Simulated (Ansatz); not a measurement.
**SiGeO4: properties of a relaxed candidate**

This session takes a relaxed cell of SiGeO4 and sets out to see how the gap depends on the functional.

Program: Ansatz 0.2.0. Level of theory: DFT PBE, scalar-relativistic, plane waves, PAW, unless a step names another level. These are calculated values, not measurements.

2 further runs of the same task are left out: 2 set aside as unsound or not needed.

## Step 1: Starting point

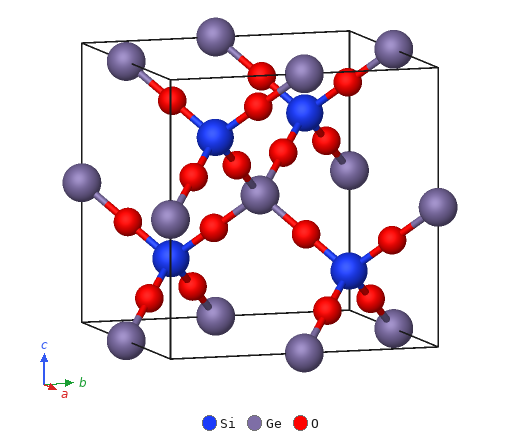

Start, viewed slightly off an axis; silicon blue, germanium purple, oxygen red. The cell drawn here is the conventional one.

Structure file:

```
Si Ge O
1.0
     0.00000    3.86474    3.86474
     3.86474    0.00000    3.86474
     3.86474    3.86474    0.00000
Si Ge O
1 1 4
Direct
  0.75000 0.75000 0.75000
  0.50000 0.50000 0.50000
  0.11220 0.62927 0.62927
  0.62927 0.11220 0.62927
  0.62927 0.62927 0.11220
  0.62927 0.62927 0.62927
```

It is the end of an earlier relaxation with the same method, from a generated guess; it needn't be the stable form of this composition. At a tolerance of 0.02 Å it has space group F-43m (No. 216); it has 19.24 Å³/atom, an uncorrected energy of -2.11 eV/atom over the elements and, on its mesh, gap 4.04 eV.

## Step 2: The same geometry with r2SCAN

input.yaml reads:

```yaml
crystal:
  lattice:
    - [0.0, 3.8647415336, 3.8647415336]
    - [3.8647415336, 0.0, 3.8647415336]
    - [3.8647415336, 3.8647415336, 0.0]
  atoms:
    - { symbol: Si, position: [0.75, 0.75, 0.75] }
    - { symbol: Ge, position: [0.5, 0.5, 0.5] }
    - { symbol: O, position: [0.112195934, 0.629268022, 0.629268022] }
    - { symbol: O, position: [0.629268022, 0.112195934, 0.629268022] }
    - { symbol: O, position: [0.629268022, 0.629268022, 0.112195934] }
    - { symbol: O, position: [0.629268022, 0.629268022, 0.629268022] }
basis:
  ecutwfc: 500
kpoints:
  mp_grid: { grid: [6, 6, 6] }
  band_path:
    path:
      - [[0.0, 0.0, 0.0], [-0.5, -0.5, 0.0], [-0.375, -0.375, 0.25]]
      - [[-0.375, 0.0, 0.375], [0.0, 0.0, 0.0], [0.0, 0.0, 0.5], [-0.5, -0.25, 0.25], [-0.5, -0.5, 0.0]]
    npoints: 14
hamiltonian:
  xc: r2scan
scf:
  occupations: { method: gaussian, width: 0.02 }
  n_extra_bands: 15
output:
  forces: true
  stress: true
  eigenvalues: true
  populations: true
  dos: { projected: true, de: 0.02, nscf_kmesh: { grid: [9, 9, 9] } }
  bader: true
  write_density: true
  write_potential: true
  elf: true
  volumetric_format: npy
```

Run with:

```bash
> ansatz run input.yaml --threads 1 --pin off --max-ram 2048MiB --backend cpu --events-out ev --progress --plain --runs-dir out
```

Output:

```text
Warning: RAYON_NUM_THREADS=1 ignored (pool sized by the plan → 1); use --threads N
scf.n_extra_bands = 15 over 21 filled bands (N_el = 42.0): the run solves 36 bands
Engine: ansatz 0.2.0, x86_64-unknown-linux-gnu
Pseudopotentials: kind: paw
Pseudopotential: Si, paw, valence charge 4, recommended cutoff 500 eV (meta_gga), Si.paw.azcp
Pseudopotential: Ge, paw, valence charge 14, recommended cutoff 500 eV (meta_gga), Ge.paw.azcp
Pseudopotential: O, paw, valence charge 6, recommended cutoff 500 eV (meta_gga), O.paw.azcp
Functional definition: r2SCAN
  parameter k0 = 0.174
  parameter k1 = 0.065
  parameter a1 = 4.9479
  exchange = r2scan_x(k0 = k0, k1 = k1, a1 = a1)
  correlation = r2scan_c
Crystal: 6 atoms, lattice volume = 115.449 Å³
Basis set: ecut = 500 eV, 2891 PW (Γ), exchange–correlation on 160×160×160 points (64 copies of the dense FFT grid, shifted against one another)
Bands: 36, of which v1, the nominal top of the filled ones, is band 21 counted from 1 (20 counted from 0)
Symmetry: 24 space group operations
Space group: F-43m (ITA 216), of the structure as read, at distance tolerance 4.9e-5 Å
k-points: 16 of 216 (time reversal used)
Non-local potential: Si, projectors of the file, l = 0: 2, l = 1: 2, l = 2: 2
Non-local potential: Ge, projectors of the file, l = 0: 2, l = 1: 2, l = 2: 3, l = 3: 1
Non-local potential: O, projectors of the file, l = 0: 2, l = 1: 2, l = 2: 1
PAW form: soft (Blöchl's): semilocal exchange-correlation on the pseudo side does not see the compensation charge
PAW frozen core: Si, regenerated for the run's functional (the file was generated under x = pbe(κ = 0.804, μ = 0.2195149727645171), c = pbe(β = 0.06672455060314922))
PAW frozen core: Ge, regenerated for the run's functional (the file was generated under x = pbe(κ = 0.804, μ = 0.2195149727645171), c = pbe(β = 0.06672455060314922))
PAW frozen core: O, regenerated for the run's functional (the file was generated under x = pbe(κ = 0.804, μ = 0.2195149727645171), c = pbe(β = 0.06672455060314922))
PAW one-centre angular grid: Si, 302 points (default); XC on 160 Gauss nodes
PAW one-centre angular grid: Ge, 590 points (default); XC on 160 Gauss nodes
PAW one-centre angular grid: O, 302 points (default); XC on 160 Gauss nodes
Initial density: superposition of atomic densities (neutral atoms: chi_scale 0, normalization atom), corrected by the library's trained network
Initial wavefunctions: pseudopotential atomic-orbital guess
Functional: x = r2scan, c = r2scan; τ floored in thin density (d = 2e-4 eV/Å³)
SCF iter   1: F=—  HF=-7219.576126 eV  |F-HF|=—  |Δ(HF+E_count)|=         —  Δρ=7.07e-3  dr2=3.69e-2  dr2_τ=4.13e-1  ethr=1.77e-3  ⟨swp⟩=6.0  Hψ=2842  notcnv=0  defer=69
preconditioner: auto → Resta (q_TF=auto, 2.305 Å⁻¹)  ε∞=1.9  [insulator: Δε(μ)=4.819 eV  Ē_g=23.410 eV  σ=0.020 eV  W_gap=1.00  n_scr=26 (ndim 8)  ℏωp=22.4 eV  f_vac=0.380  D(μ)=0.00/eV (n_scr^D=0)  ε∞_Penn≈1.9]
SCF iter   2: F=—  HF=-7219.687591 eV  |F-HF|=—  |Δ(HF+E_count)|=   1.11e-1  Δρ=3.94e-3  dr2=8.66e-3  dr2_τ=8.92e-4  ethr=8.79e-5  ⟨swp⟩=3.0  Hψ=1216  notcnv=0  defer=152
SCF iter   3: F=—  HF=-7219.687774 eV  |F-HF|=—  |Δ(HF+E_count)|=   1.83e-4  Δρ=1.15e-3  dr2=7.18e-4  dr2_τ=6.33e-5  ethr=2.06e-5  ⟨swp⟩=2.9  Hψ=798  notcnv=0  defer=152
SCF iter   4: F=—  HF=-7219.687772 eV  |F-HF|=—  |Δ(HF+E_count)|=   1.25e-6  Δρ=1.51e-4  dr2=1.55e-5  dr2_τ=4.87e-6  ethr=1.71e-6  ⟨swp⟩=2.0  Hψ=841  notcnv=0  defer=152
SCF iter   5: F=—  HF=-7219.687779 eV  |F-HF|=—  |Δ(HF+E_count)|=   6.38e-6  Δρ=7.05e-5  dr2=3.47e-6  dr2_τ=3.45e-7  ethr=3.68e-8  ⟨swp⟩=2.0  Hψ=760  notcnv=0  defer=152
SCF iter   6: F=—  HF=-7219.687788 eV  |F-HF|=—  |Δ(HF+E_count)|=   8.92e-6  Δρ=3.07e-5  dr2=1.18e-6  dr2_τ=6.10e-8  ethr=8.26e-9  ⟨swp⟩=2.0  Hψ=760  notcnv=0  defer=152
SCF iter   7: F=—  HF=-7219.687788 eV  |F-HF|=—  |Δ(HF+E_count)|=   3.17e-7  Δρ=8.94e-6  dr2=1.03e-7  dr2_τ=1.81e-9  ethr=2.80e-9  ⟨swp⟩=3.0  Hψ=910  notcnv=0  defer=152
SCF iter   8: F=-7219.687788 eV  HF=-7219.687788 eV  |F-HF|=4.63e-9  |Δ(HF+E_count)|=   1.66e-7  Δρ=2.06e-6  dr2=5.88e-9  dr2_τ=2.60e-10  ethr=2.38e-10  ⟨swp⟩=17.3  Hψ=4713  notcnv=0
SCF 1 converged in 8 iterations: F = -7219.687788 eV  dr2 = 5.88e-9
NSCF: frozen V_eff on 86 k-points
NSCF: frozen V_eff on 35 k-points
WARN: The input density's exchange-correlation potential varies sharply where the density is thin. Do not read a vacuum level from v_tot or v_xc, or from such a field of the output density. On a cell that repeats whose density bears no net charge and no dipole along the vacuum's axis use v_es (v_loc + v_h of the components); under efield.dipole_correction with no amplitude use v_es + v_field, which holds any external_charges[].barrier, or the levels of the report's work_function block, which leave it out; under a non-zero efield.amplitude the vacuum is tilted and has no level; on a cell that repeats and bears such a dipole with no correction it is tilted too, and efield.dipole_correction with no amplitude gives each side of its ramp a level where efield: is served; in a cell that repeats whose density bears a net charge (total_charge, or a fill off its count) it is curved and has none; of a slab under crystal.periodic whose density bears no net charge use v_es, which has a level on each side, short of where the two are joined; of another it falls or rises all the way out and has none; of a slab beside external_charges read slab_vacuum_level instead, which it has where they leave it neutral. The grid or the basis barely resolves most such structure, and the values can differ between equally converged runs; as a rule a tighter scf.convergence.dr2_threshold does not remove it. Where the density itself ripples (under the LDA too) a higher basis.ecutwfc lessens it. The files hold the spikes' plane waves up to the density's cutoff. Files: v_tot and the like, and their columns of v_z.tsv (output.write_potential); v_xc and the like, and their columns of v_comp_z.tsv (output.write_potential_components); where files of the output density stand in their place, no point of their own thin density is over the threshold below, and this is of outcome.potential() and, of a run that writes arrays (npy), the arrays of these names. Measured: with its Gaussian average of σ = 0.25 Å subtracted twice, the exchange-correlation potential is over 0.1 eV at 414 of the grid points where the equally averaged density (valence and model cores) is under 1e-3 e/Å³, and 4.24 eV at the most among them, at an averaged density of 6.3e-4 e/Å³. See output.write_potential in the manual, Limitations
SCF converged after 8 iterations
Free energy (F): -7219.687788 eV
Harris-Foulkes:  -7219.687788 eV  (|F-HF|=4.63e-9)
Internal energy: -7219.687788 eV  (E = F + TS)
E sigma→0 (E₀):  -7219.687788 eV
Fermi energy:    1.926201 eV
--- Per-component energies (eV) ---
  E_band       = -481.291597
  E_kinetic    = 866.955114
  E_local      = -6146.604094  (includes V_loc(G=0)·N_el)
  E_nonlocal   = 641.902265
  E_hartree    = 2577.976933
  E_xc         = -411.802799
  E_vxc        = -539.272879  (∫ρ·V_xc dr)
  E_paw        = -3205.837226  (= ΣΔE_a)
  E_vpaw       = -494.758103  (= ΣTr[D̂ρ^β])
  E_aug_tail   = 0.004322  (compensation charges beyond the density's cutoff)
  E_vtau       = 34.527376  (kinetic-family band-sum trace: ∫τ·v_τ [+ j·A + Jᵃ·Aᵃ] dr)
  E_ewald      = -1540.992340
  E_core_change = -1.289962  (= ΣΔE_core)
  E_smearing   = -0.000000  (= −TS)
  E_closure    = -0.000000  (closes the sum)
  Σ components = -7219.687788   (vs F -7219.687788, Δ=0.00e0)
--- Forces (eV/Å), atoms counted from 1 ---
  atom   1  Si    -0.00000000     0.00000000     0.00000000
  atom   2  Ge     0.00000000    -0.00000000     0.00000000
  atom   3  O     -0.07737035     0.07737035     0.07737035
  atom   4  O      0.07737035    -0.07737035     0.07737035
  atom   5  O      0.07737035     0.07737035    -0.07737035
  atom   6  O     -0.07737035    -0.07737035    -0.07737035
  max |Σ_I F_I| component: 4.16e-17 eV/Å
--- Stress (GPa, compression-positive) ---
       -3.754677       0.000000      -0.000000
       -0.000000      -3.754677       0.000000
       -0.000000       0.000000      -3.754677
  P = ⅓ Tr σ = -3.7547 GPa (-37.547 kbar)
--- Band table (eV; the first three rows and the last of 16) ---
  k-point 0: bands = ["-24.6394", "-24.6394", "-24.6394", "-24.3123", "-24.3123", "-20.4117", "-18.2711", "-18.2711", "-18.2711", "-10.6875", "-6.0013", "-6.0013", "-6.0013", "-2.4915", "-2.4915", "-2.0019", "-2.0019", "-2.0019", "-0.4777", "-0.4777", "-0.4777", "4.3256", "7.0888", "8.7618", "8.7618", "8.7618", "11.7940", "11.7940", "11.7940", "12.4204", "13.3712", "13.3712", "13.3712", "15.2312", "16.1675", "16.1675"]
  k-point 1: bands = ["-24.6415", "-24.6392", "-24.6392", "-24.3123", "-24.3123", "-20.3294", "-18.4186", "-18.2735", "-18.2735", "-10.4382", "-6.1406", "-5.9412", "-5.9412", "-2.4749", "-2.4749", "-2.3084", "-2.0175", "-2.0175", "-0.6430", "-0.6430", "-0.4766", "4.7147", "7.2925", "8.8691", "9.0416", "9.0416", "10.7049", "11.8766", "11.8766", "13.0259", "13.4688", "13.4688", "14.0077", "15.3032", "16.0305", "16.0305"]
  k-point 2: bands = ["-24.6457", "-24.6389", "-24.6389", "-24.3123", "-24.3123", "-20.1223", "-18.7488", "-18.2784", "-18.2784", "-9.8681", "-6.5130", "-5.8141", "-5.8141", "-2.8355", "-2.4123", "-2.4123", "-2.0766", "-2.0766", "-0.9708", "-0.9708", "-0.4744", "5.4932", "7.6409", "9.0633", "9.6731", "9.6731", "9.8928", "11.9262", "11.9262", "13.1028", "13.8340", "13.8340", "14.1629", "15.6418", "15.6418", "16.0634"]
  k-point 15: bands = ["-24.6513", "-24.6382", "-24.6382", "-24.3123", "-24.3122", "-19.5446", "-19.4464", "-18.2913", "-18.2913", "-8.6584", "-7.7763", "-5.5005", "-5.4852", "-2.9153", "-2.8998", "-2.3734", "-2.3204", "-1.8337", "-1.2925", "-1.0487", "-0.9755", "6.9306", "8.1696", "8.8264", "9.2175", "10.7696", "11.4540", "11.6603", "11.9524", "12.5971", "12.9391", "13.2724", "13.4539", "15.1330", "15.6833", "16.3868"]
--- Löwdin populations: 6 sites ---
  site symbol       q [e]
     0     Si      2.1345
     1     Ge     12.2112
     2      O      6.8260
     3      O      6.8260
     4      O      6.8260
     5      O      6.8260
  spilling = 0.008337 (of n_electrons = 42.000000)
--- Bader charges: 6 sites ---
  site symbol  charge [e]  shift [e]
     0     Si      3.3708     0.0089
     1     Ge      2.6829     0.0282
     2      O     -1.5134     0.0048
     3      O     -1.5134     0.0048
     4      O     -1.5134     0.0048
     5      O     -1.5134     0.0048
  estimated error of the sums over rays = 6.4e-4 e
```

It took 79 s on 1 thread of Intel Xeon 6975P-C (Granite Rapids), shared host; peak memory 0.73 GiB.

Per atom:

| atom | Löwdin electrons | Bader charge (e) | Bader volume (Å³) |
| --- | --- | --- | --- |
| Si1 | 2.13 | +3.37 | 2.8 |
| Ge2 | 12.21 | +2.68 | 7.6 |
| O3 | 6.83 | -1.51 | 19.1 |
| O4 | 6.83 | -1.51 | 19.1 |
| O5 | 6.83 | -1.51 | 19.1 |
| O6 | 6.83 | -1.51 | 19.1 |

The Löwdin counts miss 0.35 of the 42 electrons, which the atomic orbitals do not span, so they are no charges.

From bands.tsv, the levels nearest the gap at the path's corners, in eV from the valence-band top:

```tsv
point	band 18	band 19	band 20	band 21	band 22	band 23	band 24	band 25
Γ	-1.53	0.00	0.00	0.00	4.80	7.56	9.23	9.23
X	-1.39	-0.79	-0.44	-0.44	7.36	8.33	9.39	10.89
U	-1.38	-0.79	-0.78	-0.33	7.30	8.66	9.13	9.96
K	-1.38	-0.79	-0.78	-0.33	7.30	8.66	9.13	9.96
Γ	-1.53	0.00	0.00	0.00	4.80	7.56	9.23	9.23
L	-1.68	-0.66	-0.66	0.00	6.40	8.31	9.16	10.53
W	-1.35	-0.83	-0.63	-0.52	7.42	8.86	9.27	9.35
X	-1.39	-0.79	-0.44	-0.44	7.36	8.33	9.39	10.89
```

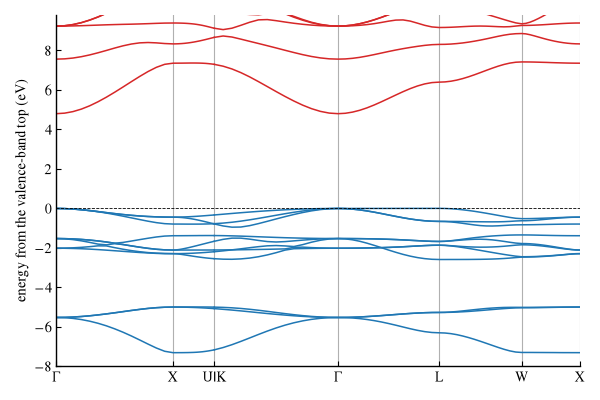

Bands along the path; filled bands blue, empty bands red. Deeper bands lie below the window drawn.

States per cell in windows of 1 eV, from dos.tsv and pdos.tsv (zero at the valence-band top):

```csv
from,to,total,Si 3p,Ge 4p,O 2p
-7,-6,1.40,0.06,0.12,1.00
-6,-5,3.99,0.36,0.48,3.07
-5,-4,0.25,0.02,0.03,0.20
-4,-3,0.00,0.00,0.00,0.00
-3,-2,4.20,0.20,0.13,3.69
-2,-1,5.80,0.15,0.06,5.43
-1,0,5.91,0.01,0.06,5.75
0,1,0.09,0.00,0.00,0.09
1,2,0.00,0.00,0.00,0.00
2,3,0.00,0.00,0.00,0.00
3,4,0.00,0.00,0.00,0.00
4,5,0.01,0.00,0.00,0.00
5,6,0.34,0.02,0.02,0.03
6,7,1.11,0.11,0.06,0.15
7,8,0.72,0.07,0.04,0.11
8,9,1.82,0.10,0.68,0.16
9,10,3.52,0.61,0.93,0.21
```

Below -7 eV lie 20 or so more states.

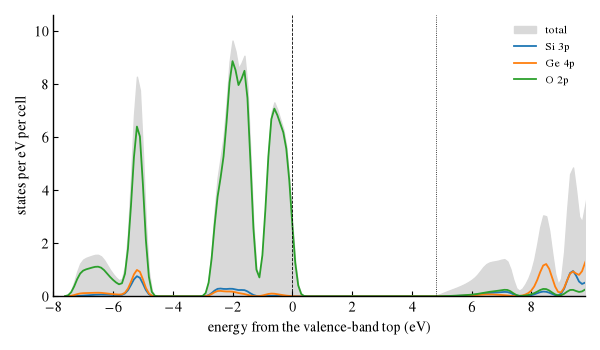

Total and projected density of states, smoothed over about 0.40 eV. The dotted line marks the lowest empty level found on the path.

Axes a, b and c in the maps are those of this run's conventional cell (a, b, c = 7.729, 7.729, 7.729 Å).

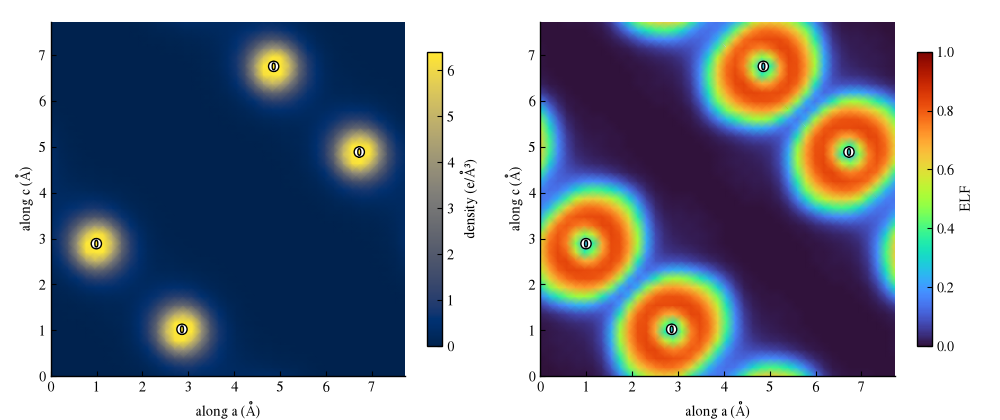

Density (left) and ELF (right) in a lattice plane of the grid's cell (edges 7.73 and 7.73 Å, at 0.129 of the third edge), which holds O. Only atoms in the plane are labelled; the density scale stops at 6.41 e/Å³. Both are smooth fields of the valence electrons: close to the nuclei they are not physical.

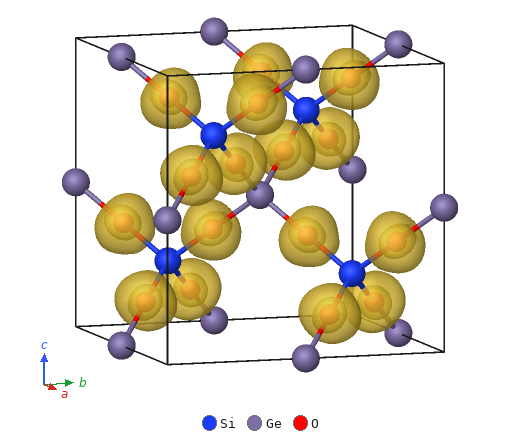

Surface of ELF = 0.78, drawn in one cell.

Maxima of ELF outside the ion cores: 0.84 in the shell around O, 0.6 Å from O; 0.84 on the O–Si line, 0.7 Å from O.

## Step 3: Band edges anywhere in the zone (r2SCAN)

input.yaml reads:

```yaml
crystal:
  lattice:
    - [0.0, 3.8647415336, 3.8647415336]
    - [3.8647415336, 0.0, 3.8647415336]
    - [3.8647415336, 3.8647415336, 0.0]
  atoms:
    - { symbol: Si, position: [0.75, 0.75, 0.75] }
    - { symbol: Ge, position: [0.5, 0.5, 0.5] }
    - { symbol: O, position: [0.112195934, 0.629268022, 0.629268022] }
    - { symbol: O, position: [0.629268022, 0.112195934, 0.629268022] }
    - { symbol: O, position: [0.629268022, 0.629268022, 0.112195934] }
    - { symbol: O, position: [0.629268022, 0.629268022, 0.629268022] }
basis:
  ecutwfc: 500
kpoints:
  mp_grid: { grid: [6, 6, 6] }
  band_path: { path: [VBM, CBM], npoints: 2 }
hamiltonian:
  xc: r2scan
scf:
  occupations: { method: gaussian, width: 0.02 }
output:
  forces: false
  stress: false
  eigenvalues: true
checkpoint:
  read: start.run
  write: ck
  compress: false
  write_wavefunctions: false
  write_every: 100000
```

Run with:

```bash
> ansatz run input.yaml --threads 1 --pin off --max-ram 2048MiB --backend cpu --events-out ev --progress --plain --runs-dir out
```

Output (excerpt; [...] marks lines left out):

```text
Warning: RAYON_NUM_THREADS=1 ignored (pool sized by the plan → 1); use --threads N
[...]
[... 5 set-up lines as earlier in the session ...]
[...]
Crystal: 6 atoms, lattice volume = 115.449 Å³
Basis set: ecut = 500 eV, 2891 PW (Γ), exchange–correlation on 160×160×160 points (64 copies of the dense FFT grid, shifted against one another)
Bands: 27, of which v1, the nominal top of the filled ones, is band 21 counted from 1 (20 counted from 0)
[... 2 set-up lines as earlier in the session ...]
k-points: 16 of 216 (time reversal used)
[...]
Stability of the state it starts from, as read at its close in the unpolarized treatment: not read negative (Ritz values of 1 − χ₀K, real part plus size of imaginary part, from 0.94 to 1.1, by its mixing steps under the symmetry group of the SCF that read it)
[...]
SCF iter   1: F=—  HF=-7219.687787 eV  |F-HF|=—  |Δ(HF+E_count)|=         —  Δρ=2.84e-6  dr2=1.18e-8  dr2_τ=6.22e-10  ethr=3.26e-7  ⟨swp⟩=3.0  Hψ=3454  notcnv=0
[...]
SCF iter   3: F=-7219.687788 eV  HF=-7219.687788 eV  |F-HF|=2.40e-9  |Δ(HF+E_count)|=   1.05e-9  Δρ=8.13e-7  dr2=6.43e-10  dr2_τ=2.33e-11  ethr=5.73e-12  ⟨swp⟩=1.0  Hψ=1128  notcnv=0
[...]
NSCF: frozen V_eff on 16 k-points
NSCF: frozen V_eff on 16 k-points
NSCF: frozen V_eff on 16 k-points
NSCF: frozen V_eff on 5 k-points
NSCF: frozen V_eff on 5 k-points
NSCF: frozen V_eff on 5 k-points
NSCF: frozen V_eff on 5 k-points
NSCF: frozen V_eff on 2 k-points
NSCF: frozen V_eff on 3 k-points
SCF converged after 3 iterations
Free energy (F): -7219.687788 eV
[...]
E sigma→0 (E₀):  -7219.687788 eV
Fermi energy:    1.926188 eV
[...]
--- Band table (eV; the first three rows and the last of 16) ---
[... band rows left out ...]
[...]
```

It took 16 s on 1 thread of Intel Xeon 6975P-C (Granite Rapids), shared host; peak memory 0.57 GiB.

start.run is the saved state of the run that this one goes on from.

(Part 1 of 2 ends here.)
